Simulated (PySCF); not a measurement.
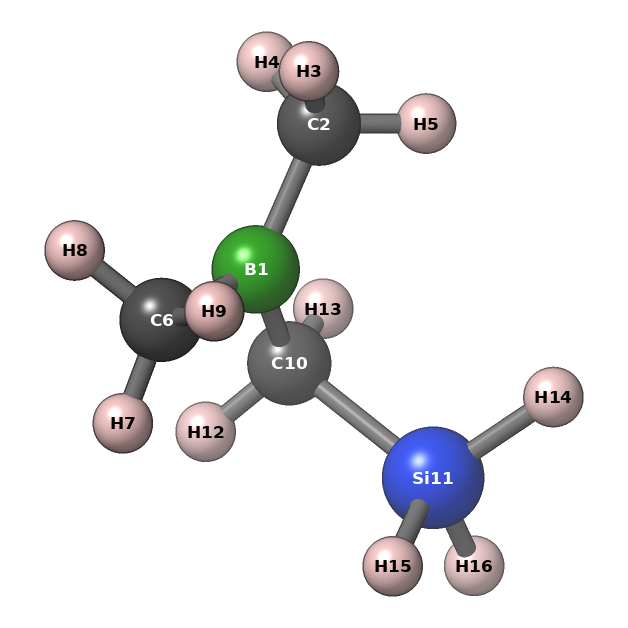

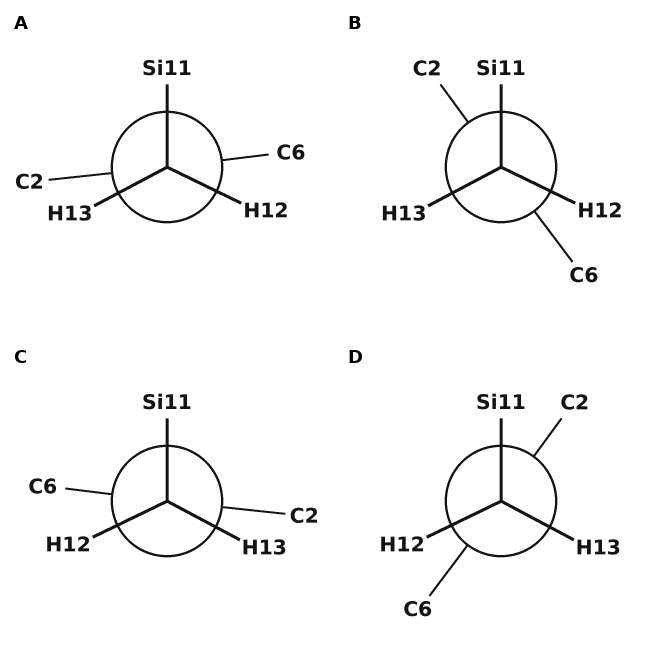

Atoms fade into the background with distance from the viewer. Bonds that would overlap in a projection are set slightly apart. The computed structure is the end point of a PBE0-D3(BJ)/def2-SVP optimisation. No frequency run is at hand to confirm it as a minimum.

Which Newman projection shows the view along C10–B1, with C10 in front?

C. The torsion angle Si11–C10–B1–C2 is 96°, about perpendicular.
